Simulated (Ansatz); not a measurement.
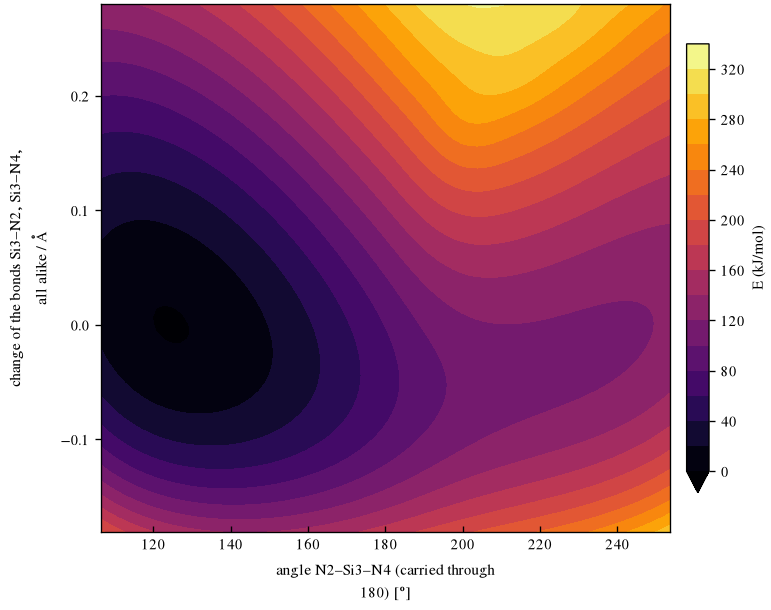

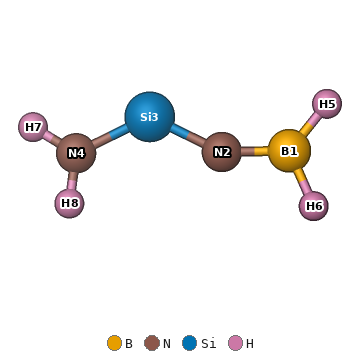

Energy landscape of BH4N2Si, SMILES BN=[Si+]N, charge +1. First axis: angle N2–Si3–N4 (carried through 180). Second axis: change of the bonds Si3–N2, Si3–N4, all alike. Nothing is relaxed (all other coordinates rigid). Grid: 15 × 15 points. Points are written as (first, second). Energies: kJ/mol, counted from the lowest grid point. Level of theory: Ansatz, RKS PBE-D4/def2-TZVP.

In the figure: filled contours. Between grid points the surface is interpolated. The second picture is the structure at the lowest point.

What does the map say about the system?

Answer. The lowest grid point is at (127.5°, −0.016 Å). It is the only kind of minimum in the scanned range. The highest grid point, (201.0°, 0.280 Å), lies 320 kJ/mol above the lowest.

Time for the 225 points that were run: 22 min on 1 thread of Arm Neoverse V2, with other jobs on the host.
